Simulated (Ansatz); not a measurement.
The crystal is WSO (2H monolayer (Janus)).

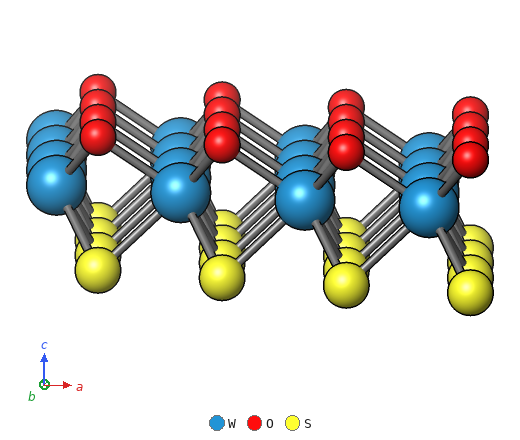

The structure (tungsten blue, oxygen red, sulfur yellow). 4×4×1 cells are drawn.

The cell holds 3 atoms: 1 W, 1 O and 1 S. Its edges and angles: a = 3.005 Å, b = 3.005 Å, c = 28.800 Å, α = 90.0°, β = 90.0°, γ = 120.0°. Vacuum lies along c.

```xyz
3
Lattice="3.0054 0.0000 0.0000 -1.5027 2.6028 0.0000 0.0000 0.0000 28.8000" Properties=species:S:1:pos:R:3
W     0.0000    1.7352   14.6345
O     1.5027    0.8676   15.8003
S     1.5027    0.8676   12.9997
```

The structure was relaxed with PBE. The runs that relaxed it are not among those shown. Spin-orbit coupling is left out unless a run names it.

Gaps computed with Ansatz 0.2.0 without a self-energy: PBE 1.55 eV, PBE+SOC 1.52 eV, r2SCAN 1.66 eV, HSE06 2.14 eV and PBE0 2.82 eV.

Question: What gap should G0W0 on PBE give (6×6×1 mesh, 436 empty bands, screening to 90 eV, PAW set soft_1 files)?

About 2.39 eV: on its mesh the run moves the gap from 1.55 eV by +0.84 eV. Among the scalar-relativistic levels given, HSE06 is nearest (−0.25 eV). Spin-orbit coupling is not in that value; its −0.03 eV at the PBE level would bring it to about 2.36 eV. Bands and cutoff are finite, so the gap is not at the basis limit. The miss can reach some tenths of an eV and take either sign; the mesh is an error of its own. The mesh in the plane is coarse for a sheet; gap and any exciton binding can still move on denser ones. The many-body steps are scalar-relativistic: spin-orbit coupling is not in them.

[Paths, hosts, dates, memory and timing lines, banners, echoed tables and standing remarks are left out of the program output.]

[Logs are printed without paths, hosts, clocks, repeated set-up lines and the standing remarks that a program may print on its own settings, such as how far it seeks lower states.]

[Runs of the session that timed out or met a known fault of the program may be left out.]

[Cells called generated may have been cut or substituted from an entry of the Crystallography Open Database or the Materials Project.]

[Hosts, paths, dates, database ids (printed as entryN), source tags and the programs' standing remarks are cut or masked in the printed files.]
